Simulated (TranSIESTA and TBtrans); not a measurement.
System: Ag chain with one bond stretched by 0.6 Å. Leads: straight Ag chain, spacing 2.65 Å. Geometry: as built, not relaxed.

TranSIESTA and TBtrans, PBE, DZP numerical orbitals (energy shift 0.15 eV), PseudoDojo norm-conserving scalar-relativistic potentials, mesh cutoff 200 Ry, 300 K, no spin polarisation, no spin-orbit coupling; self-consistent non-equilibrium Green functions.

Energies count from the leads' Fermi level. Transmissions are for one spin of a degenerate pair. The energy step is 0.01 eV; narrower resonances are cut or missed.

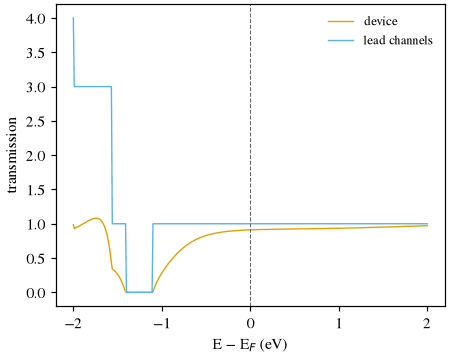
Figure: Transmission against energy

| E (eV) | T | lead channels |
|---|---|---|
| -2.00 | 0.99 | band edge |
| -1.80 | 1.06 | 3 |
| -1.60 | 0.72 | 3 |
| -1.40 | 0 | 0 |
| -1.20 | 0 | 0 |
| -1.00 | 0.28 | 1 |
| -0.80 | 0.60 | 1 |
| -0.60 | 0.78 | 1 |
| -0.40 | 0.86 | 1 |
| -0.20 | 0.90 | 1 |
| 0.00 | 0.91 | 1 |
| 0.20 | 0.92 | 1 |
| 0.40 | 0.92 | 1 |
| 0.60 | 0.92 | 1 |
| 0.80 | 0.93 | 1 |
| 1.00 | 0.93 | 1 |
| 1.20 | 0.94 | 1 |
| 1.40 | 0.95 | 1 |
| 1.60 | 0.95 | 1 |
| 1.80 | 0.96 | 1 |
| 2.00 | 0.97 | 1 |

The straight chain is held at its spacing; free chains may zigzag or dimerise. No spin-polarised start was tried, so a magnetic state, if there is one, is missed.
